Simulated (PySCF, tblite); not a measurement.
# C₈H₁₆Si: geometry, infrared bands and NMR shifts

What infrared bands and NMR shifts should C₈H₁₆Si (`C=C(C)/C=C(\[SiH3])C(C)C`) show?

The runs use tblite 0.8.0 and PySCF 2.14.0, with density-fitted response routines of our own; the level of theory stands in each step. All values are computed, except where a source is named. Atoms are numbered from 0 throughout.

**1. Starting geometry**

25 atoms, charge 0, multiplicity 1; geometry from: force field or distance geometry start.

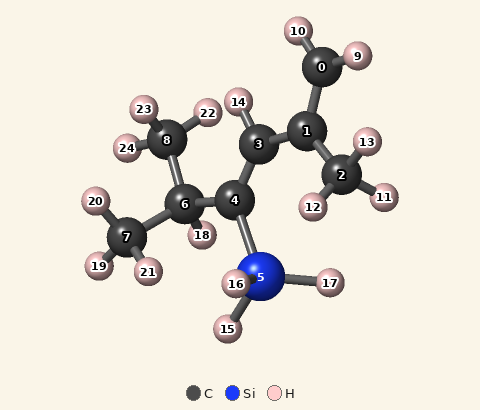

As it starts; carbon dark grey, silicon blue, hydrogen pink, atoms numbered.

**2. Relaxing the molecule with GFN2-xTB**

The job: settings as JSON, then the geometry in Å.

```
{"job": {"kind": "relax", "xc": "GFN2-xTB", "basis": "xTB"}, "charge": 0, "multiplicity": 1}
C      2.804800     0.802000     1.170800
C      1.992900     0.187200     0.262000
C      2.685500    -0.699600    -0.668500
C      0.599000     0.506000     0.391900
C     -0.390400     0.050100    -0.315000
Si    -0.159000    -1.121500    -1.707000
C     -1.788500     0.513800    -0.023900
C     -2.575500    -0.758000     0.233400
C     -1.872000     1.460500     1.122600
H      3.848200     0.580700     1.096700
H      2.375500     1.475000     1.909800
H      2.866400    -0.183200    -1.648300
H      2.337400    -1.724700    -0.739400
H      3.752000    -0.793600    -0.267900
H      0.306600     1.214500     1.209100
H     -1.484000    -1.273100    -2.345800
H      0.183300    -2.492800    -1.246300
H      0.806100    -0.587800    -2.637000
H     -2.230000     1.016400    -0.914900
H     -3.635100    -0.648600    -0.070800
H     -2.503800    -1.024300     1.293800
H     -2.094000    -1.538900    -0.419000
H     -1.311900     2.422100     0.986800
H     -1.554600     0.947700     2.054300
H     -2.969900     1.694100     1.281600
```

Started as:

```
> OMP_NUM_THREADS=1 python probes_run.py task.json out
```

The driver reads the jobs from task.json and runs them one after another.

Output:

```text
step      E/eV     max force
  0    -732.79627    2.984
  1    -733.10821    2.287
  2    -733.23013    0.672
  3    -733.31008    0.673
  4    -733.45147    0.684
  5    -733.49588    0.585
  6    -733.54353    0.449
  7    -733.57269    0.420
  8    -733.60119    0.405
  9    -733.62171    0.278
 10    -733.63756    0.269
 11    -733.64963    0.271
 12    -733.66012    0.289
 13    -733.66832    0.190
 14    -733.67463    0.163
 15    -733.68032    0.154
 16    -733.68569    0.161
 17    -733.69020    0.151
 18    -733.69425    0.133
 19    -733.69852    0.170
 20    -733.70297    0.203
 21    -733.70662    0.128
 22    -733.70906    0.112
 23    -733.71116    0.110
 24    -733.71387    0.189
 25    -733.71741    0.214
 26    -733.72128    0.162
 27    -733.72467    0.111
 28    -733.72723    0.102
 29    -733.72926    0.093
 30    -733.73127    0.088
 31    -733.73338    0.114
 32    -733.73541    0.114
 33    -733.73722    0.086
 34    -733.73901    0.086
 35    -733.74127    0.103
 36    -733.74443    0.146
 37    -733.74822    0.160
 38    -733.75162    0.110
 39    -733.75418    0.117
 40    -733.75654    0.114
 41    -733.75935    0.117
 42    -733.76202    0.113
 43    -733.76338    0.127
 44    -733.76446    0.080
 45    -733.76526    0.059
 46    -733.76703    0.063
 47    -733.76807    0.071
 48    -733.76923    0.059
 49    -733.76996    0.060
 50    -733.77082    0.064
 51    -733.77178    0.061
 52    -733.77270    0.064
 53    -733.77345    0.065
 54    -733.77419    0.054
 55    -733.77503    0.061
 56    -733.77595    0.056
 57    -733.77674    0.059
 58    -733.77731    0.051
 59    -733.77774    0.043
 60    -733.77811    0.038
 61    -733.77843    0.044
 62    -733.77873    0.038
 63    -733.77913    0.037
 64    -733.77951    0.047
 65    -733.77999    0.050
 66    -733.78045    0.046
 67    -733.78094    0.043
 68    -733.78142    0.036
 69    -733.78187    0.043
 70    -733.78223    0.043
 71    -733.78257    0.044
 72    -733.78295    0.043
 73    -733.78336    0.043
 74    -733.78374    0.038
 75    -733.78403    0.032
 76    -733.78428    0.034
 77    -733.78454    0.029
 78    -733.78479    0.033
 79    -733.78498    0.035
 80    -733.78515    0.035
 81    -733.78534    0.032
 82    -733.78558    0.035
 83    -733.78581    0.037
 84    -733.78602    0.040
 85    -733.78625    0.034
 86    -733.78651    0.040
 87    -733.78685    0.052
 88    -733.78723    0.049
 89    -733.78761    0.035
 90    -733.78793    0.031
 91    -733.78818    0.029
 92    -733.78835    0.029
 93    -733.78851    0.025
 94    -733.78871    0.027
 95    -733.78891    0.023
 96    -733.78910    0.025
 97    -733.78925    0.023
 98    -733.78937    0.019
 99    -733.78949    0.018
100    -733.78960    0.020
101    -733.78971    0.020
102    -733.78984    0.023
103    -733.78995    0.021
104    -733.79004    0.016
105    -733.79010    0.016
106    -733.79014    0.016
107    -733.79019    0.016
108    -733.79024    0.015
109    -733.79030    0.017
110    -733.79035    0.014
111    -733.79042    0.017
112    -733.79049    0.021
113    -733.79056    0.018
114    -733.79064    0.019
115    -733.79073    0.018
116    -733.79082    0.020
117    -733.79091    0.022
118    -733.79098    0.016
119    -733.79103    0.016
120    -733.79107    0.014
121    -733.79111    0.012
122    -733.79113    0.011
123    -733.79116    0.009
```

Wall time 2.2 s (1 thread of Arm Neoverse N1, shared host).

Step by step: (not every step is listed)

| step | energy from step 0 (eV) | largest force (eV/Å) |
| --- | --- | --- |
| 0 | 0.0000 | 2.9838 |
| 1 | -0.3119 | 2.2873 |
| 2 | -0.4339 | 0.6717 |
| 3 | -0.5138 | 0.6730 |
| 4 | -0.6552 | 0.6838 |
| 5 | -0.6996 | 0.5855 |
| 6 | -0.7473 | 0.4488 |
| 7 | -0.7764 | 0.4201 |
| 8 | -0.8049 | 0.4045 |
| 19 | -0.9022 | 0.1699 |
| 30 | -0.9350 | 0.0879 |
| 41 | -0.9631 | 0.1169 |
| 52 | -0.9764 | 0.0644 |
| 63 | -0.9829 | 0.0368 |
| 74 | -0.9875 | 0.0385 |
| 85 | -0.9900 | 0.0336 |
| 96 | -0.9928 | 0.0253 |
| 107 | -0.9939 | 0.0158 |
| 118 | -0.9947 | 0.0162 |
| 119 | -0.9948 | 0.0158 |
| 120 | -0.9948 | 0.0136 |
| 121 | -0.9948 | 0.0122 |
| 122 | -0.9949 | 0.0114 |
| 123 | -0.9949 | 0.0094 |

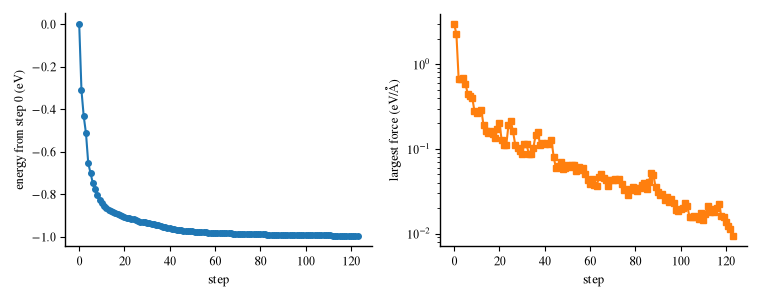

Energy and force, step by step.

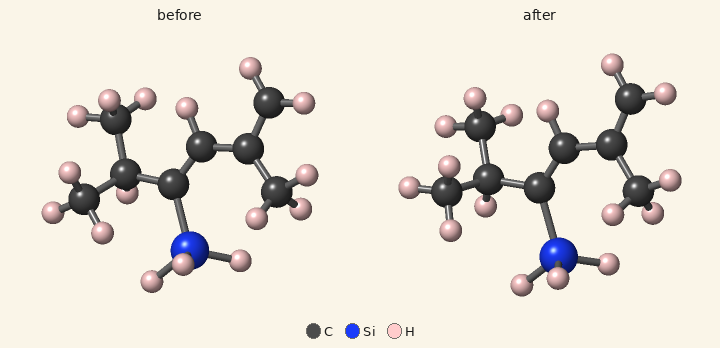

The geometry before (left) and after (right).

Distances of close pairs at the start and the end, largest changes first:

| bond | before (Å) | after (Å) | change (Å) |
| --- | --- | --- | --- |
| C4–Si5 | 1.834 | 1.891 | +0.057 |
| C2–H13 | 1.143 | 1.088 | -0.055 |
| C8–H24 | 1.134 | 1.088 | -0.045 |
| C3–C4 | 1.299 | 1.341 | +0.042 |
| C6–C8 | 1.489 | 1.528 | +0.039 |
| C7–H21 | 1.126 | 1.088 | -0.038 |
| C1–C2 | 1.460 | 1.497 | +0.037 |
| C3–H14 | 1.120 | 1.084 | -0.036 |

The next job starts from the end point, and lists it.

**3. Infrared spectrum with GFN2-xTB**

The job: settings as JSON, then the geometry in Å.

```
{"job": {"kind": "ir", "xc": "GFN2-xTB", "basis": "xTB"}, "charge": 0, "multiplicity": 1}
C      2.825128     0.774349     1.348270
C      2.069446     0.156806     0.435908
C      2.700269    -0.773090    -0.553335
C      0.633954     0.390086     0.455876
C     -0.340676     0.032651    -0.392522
Si    -0.178522    -0.915700    -2.020865
C     -1.782824     0.374985    -0.056487
C     -2.436895    -0.864529     0.562037
C     -1.981183     1.581940     0.859913
H      3.892378     0.637445     1.392124
H      2.405404     1.448076     2.076774
H      2.616697    -0.377486    -1.562273
H      2.213832    -1.744900    -0.527947
H      3.755245    -0.905155    -0.323870
H      0.347395     0.965318     1.329136
H     -1.500225    -0.947976    -2.658912
H      0.241501    -2.306070    -1.817788
H      0.728215    -0.234424    -2.949552
H     -2.301523     0.595332    -0.996514
H     -3.485239    -0.673296     0.782625
H     -1.929971    -1.131342     1.487615
H     -2.373775    -1.710534    -0.119096
H     -1.424045     2.440865     0.492075
H     -1.668694     1.365542     1.878949
H     -3.036827     1.845253     0.886990
```

Output:

```text
mode    cm-1     km/mol
  1     -10.5      0.14
  2      47.8      0.07
  3      96.8      0.02
  4     126.3      0.46
  5     168.7      0.26
  6     216.7      1.36
  7     221.0      0.28
  8     246.1      0.60
  9     255.0      0.20
 10     265.5      0.64
 11     284.9      0.06
 12     337.0      1.41
 13     416.8      2.85
 14     434.3      6.53
 15     458.4      5.58
 16     509.2      8.56
 17     549.9     28.58
 18     578.9     83.73
 19     602.0     49.31
 20     667.7      6.77
 21     688.7      2.42
 22     772.0    262.50
 23     830.7    349.73
 24     840.1    179.00
 25     876.1     40.47
 26     881.2      0.52
 27     895.1      7.60
 28     914.9     15.26
 29     942.4      3.49
 30     974.8      1.55
 31     985.0      1.03
 32    1012.5     23.79
 33    1031.5      2.59
 34    1039.9      0.27
 35    1118.1      1.92
 36    1143.9      5.08
 37    1199.3     14.87
 38    1288.7      3.51
 39    1313.7     14.96
 40    1341.6      0.49
 41    1365.7      1.23
 42    1395.0      4.85
 43    1402.4      3.29
 44    1414.9      0.64
 45    1431.9      4.16
 46    1480.6      6.64
 47    1483.8     12.16
 48    1495.8      1.36
 49    1498.3      0.98
 50    1508.0      2.55
 51    1518.9      1.82
 52    1636.2      8.20
 53    1659.4     11.81
 54    2212.3    406.00
 55    2226.6    393.66
 56    2233.5    137.48
 57    2916.5     45.33
 58    3019.7      0.86
 59    3023.0     27.58
 60    3023.5     83.01
 61    3031.1     17.04
 62    3032.0     50.64
 63    3032.7     16.26
 64    3034.1     23.00
 65    3035.1     29.79
 66    3039.4     53.05
 67    3042.8     31.54
 68    3099.6     25.21
 69    3123.5     53.06
```

It took 2.4 s on 1 thread of Arm Neoverse N1, shared host.

The strongest bands and the atoms that carry them (share of the mass-weighted mode):

| cm⁻¹ | km/mol | atoms |
| --- | --- | --- |
| 579 | 83.7 | H16 37 %, H15 19 %, C4 17 % |
| 772 | 262.5 | H16 46 %, H17 43 % |
| 831 | 349.7 | H16 45 %, H15 40 % |
| 840 | 179.0 | H15 49 %, H17 42 % |
| 2212 | 406.0 | H15 64 %, H16 20 %, H17 12 % |
| 2227 | 393.7 | H16 67 %, H17 23 % |
| 2234 | 137.5 | H17 62 %, H15 27 %, H16 10 % |
| 3024 | 83.0 | H20 31 %, H19 27 %, H24 19 % |

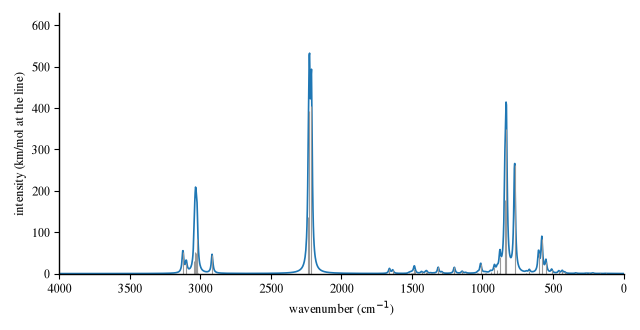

The infrared spectrum from these modes, unscaled. Lines are broadened to a width of 14 cm⁻¹ (Lorentzian).

**4. NMR shieldings: PBE0/pcSseg-1**

The job, as its differences from that of step 3:

```diff
@@ -1,2 +1,2 @@
-{"job": {"kind": "ir", "xc": "GFN2-xTB", "basis": "xTB"}, "charge": 0, "multiplicity": 1}
+{"job": {"kind": "nmr", "xc": "PBE0", "basis": "pcSseg-1"}, "charge": 0, "multiplicity": 1}
 C      2.825128     0.774349     1.348270
```

With the program's defaults for keys left out, this is: GIAO PBE0/pcSseg-1 NMR shielding, non-relativistic, gas phase.

Output:

```text
coarse grid: 20232 points
cycle   1  E = -603.2472905137  dE =  8.057e-01  |g| = 4.734e-01  |ddm| = 4.442e+00
cycle   2  E = -603.2437627820  dE =  3.528e-03  |g| = 4.950e-01  |ddm| = 9.666e-01
cycle   3  E = -603.3093991613  dE = -6.564e-02  |g| = 3.972e-02  |ddm| = 5.333e-01
cycle   4  E = -603.3095463349  dE = -1.472e-04  |g| = 3.164e-02  |ddm| = 7.948e-02
cycle   5  E = -603.3097895386  dE = -2.432e-04  |g| = 1.002e-02  |ddm| = 4.071e-02
cycle   6  E = -603.3098163026  dE = -2.676e-05  |g| = 2.558e-03  |ddm| = 1.312e-02
cycle   7  E = -603.3098178413  dE = -1.539e-06  |g| = 3.245e-04  |ddm| = 2.355e-03
final grid: 187544 points
cycle   8  E = -603.3656882181  dE = -6.527e-05  |g| = 9.640e-03  |ddm| = 5.553e-02
cycle   9  E = -603.3656828127  dE =  5.405e-06  |g| = 1.061e-02  |ddm| = 1.991e-02
cycle  10  E = -603.3657127888  dE = -2.998e-05  |g| = 1.228e-03  |ddm| = 1.123e-02
cycle  11  E = -603.3657131346  dE = -3.457e-07  |g| = 4.501e-04  |ddm| = 1.650e-03
cycle  12  E = -603.3657131872  dE = -5.261e-08  |g| = 1.200e-04  |ddm| = 5.568e-04
cycle  13  E = -603.3657131905  dE = -3.365e-09  |g| = 4.062e-05  |ddm| = 1.626e-04
cycle  14  E = -603.3657131909  dE = -3.579e-10  |g| = 1.334e-05  |ddm| = 3.996e-05
converged SCF energy = -603.3657131909

GIAO shielding tensors (ppm)
atom      isotropic    diamagn.    paramagn.     s11        s22        s33       span
  0 C       59.037     252.379    -193.342    -40.613     79.897    137.827    178.441
  1 C       34.283     260.278    -225.995    -81.271     25.958    158.161    239.432
  2 C      163.401     248.873     -85.472    150.767    158.508    180.927     30.160
  3 C       36.734     257.182    -220.448    -70.469     42.716    137.955    208.424
  4 C       41.106     262.348    -221.242    -51.219     12.086    162.450    213.669
  5 Si     420.026     883.120    -463.094    359.796    436.083    464.198    104.401
  6 C      144.225     246.914    -102.689    134.250    139.436    158.987     24.737
  7 C      159.973     248.657     -88.685    143.042    153.750    183.127     40.085
  8 C      163.928     249.189     -85.261    148.461    158.389    184.935     36.474
  9 H       26.276      29.978      -3.702     23.509     25.002     30.317      6.809
 10 H       26.436      32.831      -6.395     23.627     24.896     30.785      7.157
 11 H       29.372      30.707      -1.334     24.804     29.387     33.927      9.123
 12 H       29.524      31.430      -1.906     25.157     29.774     33.641      8.484
 13 H       29.755      28.884       0.871     25.385     28.747     35.133      9.749
 14 H       24.741      38.531     -13.790     20.752     21.616     31.855     11.102
 15 H       27.729      31.106      -3.377     23.998     27.505     31.684      7.686
 16 H       26.992      30.781      -3.789     23.530     26.034     31.412      7.882
 17 H       27.091      30.839      -3.748     23.157     26.508     31.606      8.449
 18 H       29.230      34.052      -4.822     24.583     29.447     33.661      9.078
 19 H       30.534      29.899       0.635     26.179     27.830     37.591     11.412
 20 H       31.209      31.899      -0.691     28.169     29.838     35.618      7.449
 21 H       30.367      31.192      -0.825     25.748     29.793     35.559      9.811
 22 H       30.554      31.926      -1.372     26.427     28.325     36.910     10.483
 23 H       30.464      32.377      -1.913     27.057     29.074     35.260      8.203
 24 H       30.492      29.752       0.740     26.134     28.292     37.050     10.916
```

Run time: 1.8 min. Hardware: 1 thread of Arm Neoverse N1, shared host; peak memory 1.1 GiB.

The references, computed at this level on geometries of the same kind, shield at (ppm): 1H TMS 31.72, 13C TMS 186.9, 29Si TMS 349.2. Their shielding less the atom's gives the shift. The references are single molecules in the gas phase. Atoms listed in one row are averaged.

| atoms | environment | σ (ppm) | δ (ppm) | δ scaled to CDCl3 |
| --- | --- | --- | --- | --- |
| C1 | fully substituted alkene carbon | 34.3 | 152.6 | 147.1 |
| C3 | alkene CH | 36.7 | 150.2 | 144.7 |
| C4 | fully substituted alkene carbon | 41.1 | 145.8 | 140.4 |
| C0 | terminal =CH2 carbon | 59.0 | 127.9 | 122.9 |
| C6 | allylic sp3 CH | 144.2 | 42.7 | 39.8 |
| C7, C8 | methyl carbon | 162.0 | 25.0 | 22.5 |
| C2 | allylic methyl carbon | 163.4 | 23.5 | 21.0 |
| H14 | hydrogen on an alkene CH | 24.74 | 6.98 | 6.68 |
| H9 | hydrogen on a terminal =CH2 carbon | 26.28 | 5.44 | 5.24 |
| H10 | hydrogen on a terminal =CH2 carbon | 26.44 | 5.28 | 5.08 |
| H15, H16, H17 | hydrogen on a silicon bonded to C | 27.27 | 4.45 | – |
| H18 | hydrogen on an allylic sp3 CH | 29.23 | 2.49 | 2.45 |
| H11, H12, H13 | hydrogen on an allylic methyl carbon | 29.55 | 2.17 | 2.15 |
| H19, H20, H21, H22, H23, H24 | hydrogen on a methyl carbon | 30.60 | 1.11 | 1.16 |
| Si5 | silicon bonded to C, 3 H | 420.0 | -70.9 | – |

The scaled column applies a straight-line fit of computed shieldings to shifts measured in CDCl3 (root-mean-square error 0.16 ppm for H, 1.9 ppm for C).

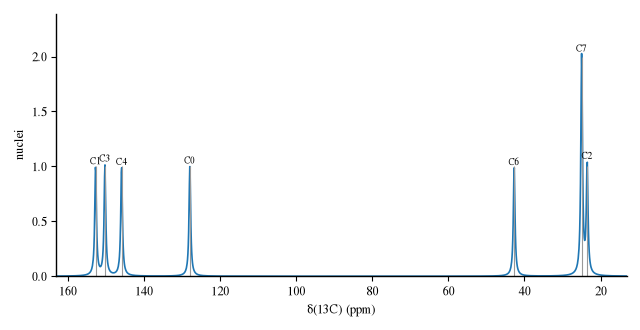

13C lines at the computed shifts, without couplings. Lines are broadened to a width of 0.52 ppm (Lorentzian).

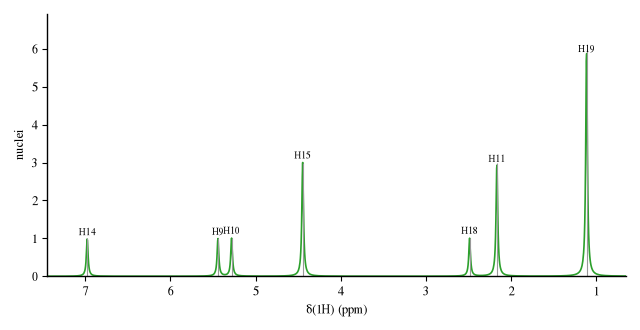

1H lines at the computed shifts, without couplings. Lines are broadened to a width of 0.02 ppm (Lorentzian).

The run also stored atomic charges by several schemes (e):

| atoms | Mulliken | IAO | Hirshfeld | ESP fit |
| --- | --- | --- | --- | --- |
| C0 | -0.07 | -0.33 | -0.11 | -0.64 |
| C1 | -0.41 | 0.02 | 0.01 | 0.45 |
| C2 | -0.17 | -0.43 | -0.12 | -0.61 |
| C3 | 0.03 | -0.14 | -0.05 | -0.38 |
| C4 | -0.44 | -0.27 | -0.08 | -0.15 |
| Si5 | 0.47 | 0.57 | 0.30 | 0.27 |
| C6 | -0.32 | -0.09 | -0.02 | 0.49 |
| C7, C8 | -0.21 | -0.41 | -0.12 | -0.57 |

IAO charges:

C0 -0.33; C1 0.02; C2 -0.43; C3 -0.14; C4 -0.27; Si5 0.57; C6 -0.09; C7 -0.41; C8 -0.42; H9 0.15; H10 0.14; H11 0.15; H12 0.15; H13 0.15; H14 0.13; H15 -0.12; H16 -0.12; H17 -0.12; H18 0.13; H19 0.14; H20 0.14; H21 0.14; H22 0.14; H23 0.13; H24 0.14

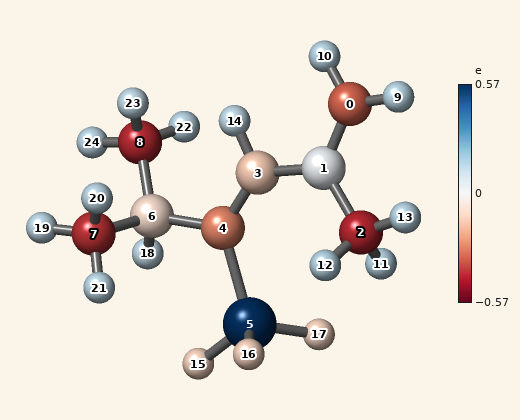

IAO charges, as colours on the atoms.

Mayer bond orders: C0–C1 1.91, C1–C2 1.06, C1–C3 1.10, C3–C4 1.76, C4–Si5 0.87, C4–C6 1.03, C6–C7 1.00, C6–C8 1.05.

**5. Outcome**

```
                                                               quantity                                             value
                              strongest single infrared mode (GFN2-xTB)                             2212 cm⁻¹, 406 km/mol
                                           zero-point energy (GFN2-xTB)                                    131.5 kcal/mol
13C shifts against TMS (PBE0/pcSseg-1, means over atoms taken as alike)  152.6, 150.2, 145.8, 127.9, 42.7, 25.0, 23.5 ppm
 1H shifts against TMS (PBE0/pcSseg-1, means over atoms taken as alike)      6.98, 5.44, 5.28, 4.45, 2.49, 2.17, 1.11 ppm
                                29Si shifts against TMS (PBE0/pcSseg-1)                                         -70.9 ppm
```

The optimisation took 123 steps and gained 0.995 eV; among the close pairs (by a distance rule), C4–Si5 changed most, from 1.834 to 1.891 Å. The lowest mode is slightly imaginary (10i cm⁻¹), a soft motion within the noise of the Hessian, so the minimum is not strictly shown. The strongest single mode, at 2212 cm⁻¹, moves mainly H15. Unscaled tight-binding wavenumbers are off by several per cent, some by more. Its intensities can rank the bands wrongly. H14 (hydrogen on an alkene CH) lies farthest downfield among hydrogen, at 6.98 ppm; olefinic region. At PBE0/pcSseg-1: The widest tensor belongs to C1: span 239 ppm, with a paramagnetic part of -226 ppm.
